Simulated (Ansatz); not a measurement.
The structure below was relaxed with r2SCAN/PAW in Ansatz (a first-principles code), no SOC.

```xyz
2
Lattice="3.4547 0.0000 0.0000 -1.7274 2.9919 0.0000 0.0000 0.0000 5.4210" Properties=species:S:1:pos:R:3 pbc="T T T"
Hg     0.0000     1.9946     4.0657
Hg     1.7274     0.9973     1.3552
```

### Question
Find the space group and the Wyckoff positions.

### Answer
Space group P6₃/mmc (No. 194); a = b = 3.455 Å, c = 5.421 Å, α = β = 90.00°, γ = 120.00°

| atom | site | symmetry | x | y | z |
|---|---|---|---|---|---|
| Hg | 2d | -6m2 | 0.6667 | 0.3333 | 0.2500 |

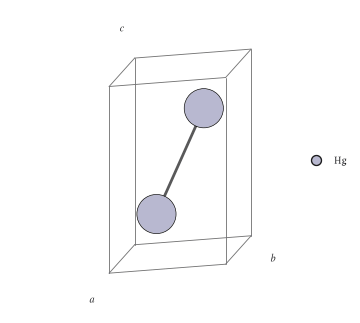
Figure: The conventional cell

Whether these cells are dynamically stable was not tested. The cell was made from Zn by this change: Zn → Hg; the result is a model cell, its experimental status unchecked.
